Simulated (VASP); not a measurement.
Band structure of Li$_{2}$HfN$_{2}$ (space group P-3m1). Level of theory: PBEsol GGA, VASP's PBE PAW potentials (set 64) (plane waves; VASP 6.6.1).

Unless said otherwise, spin-orbit coupling is left out, though it shifts the bands of the heavy elements here.

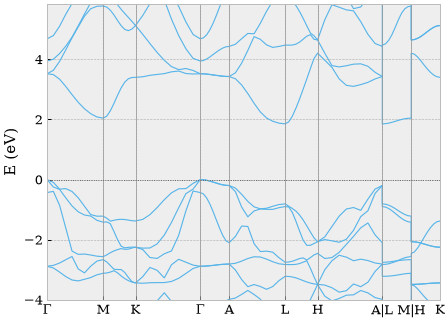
Bands along high-symmetry lines, zero at the valence-band maximum or, without a gap, the Fermi level

Problem. Read the plot: is there a gap, and where are the band edges?

Solution. The gap is indirect, 1.85 eV, from the valence maximum at Γ to the conduction minimum at L. (Edges off the drawn lines would not show.)

The structure comes from a computed database's Li2HfN2 entry (P-3m1); how it stands against other phases isn't given here. It was relaxed first.
